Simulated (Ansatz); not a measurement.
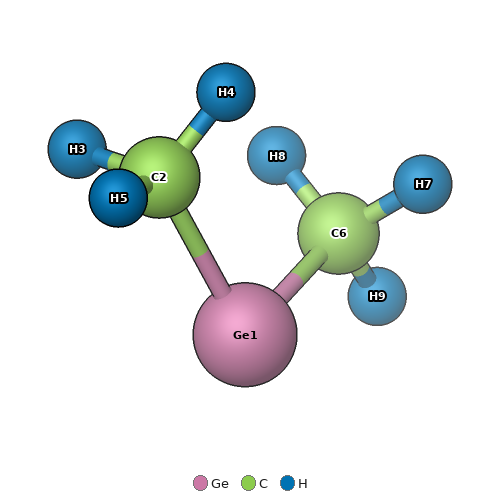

The system is GeMe2 (C₂H₆Ge); the picture shows the reference structure. Coordinates scanned: (1) angle C2–Ge1–C6; (2) change of the bonds Ge1–C2, Ge1–C6, all alike. Nothing is relaxed (all other coordinates rigid). The scan uses a 9 × 9 grid. Points are written as (first, second). Energies are in kcal/mol, from the lowest grid point. All numbers below come from RKS PBE0-D4/def2-TZVP in Ansatz.

Its coordinates:

```xyz
9

Ge    0.0008    0.0030   -1.3722
C     1.4752   -0.0428   -0.0313
H     1.5030   -1.0660    0.3675
H     1.2861    0.6226    0.8160
H     2.4524    0.1754   -0.4631
C    -1.4752    0.0431   -0.0328
H    -1.5023    1.0639    0.3720
H    -1.2877   -0.6275    0.8108
H    -2.4522   -0.1717   -0.4669
```

Range: angle C2–Ge1–C6 from 50.5 to 140.5°; change of the bonds Ge1–C2, Ge1–C6, all alike from −0.219 to 0.339 Å.

Predict the map.

Answer. The lowest grid point is at (95.5°, −0.010 Å). No other kind of well shows on this grid. The highest grid point, (50.5°, −0.219 Å), lies 304 kcal/mol above the lowest. Round the minimum the two coordinates are weakly coupled (coupling 0.14 in units of the two stiffnesses).

```tsv
second ↓, first →	50.5	61.8	73.0	84.3	95.5	106.8	118.0	129.3	140.5
0.339	109	49	31	25	24	27	32	40	50
0.269	116	46	24	18	17	19	25	34	45
0.199	127	45	20	11	10	13	19	28	40
0.130	141	47	16	7	5	7	14	23	36
0.060	161	52	16	4	1	4	10	20	34
−0.010	187	62	18	4	0	2	9	20	33
−0.080	219	78	25	7	2	4	11	22	36
−0.150	258	101	38	16	10	11	18	28	42
−0.219	304	133	59	31	23	23	29	40	54
```

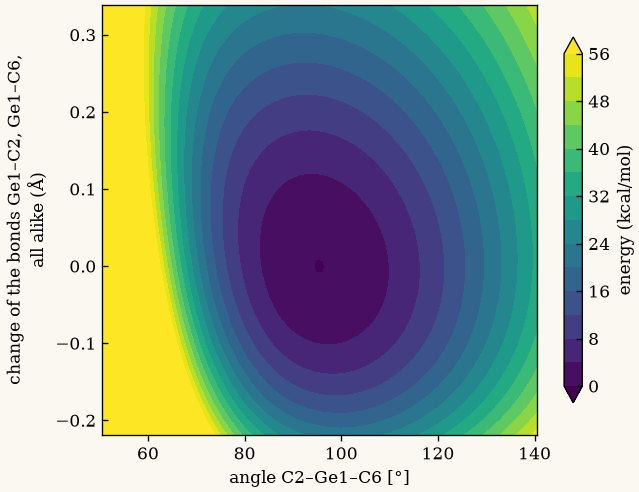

In the figure: filled contours, one colour for all values above the top of the scale. Between grid points the surface is interpolated.

The whole map (81 points run) took 12 min on 1 thread of Arm Neoverse V1 (shared host).
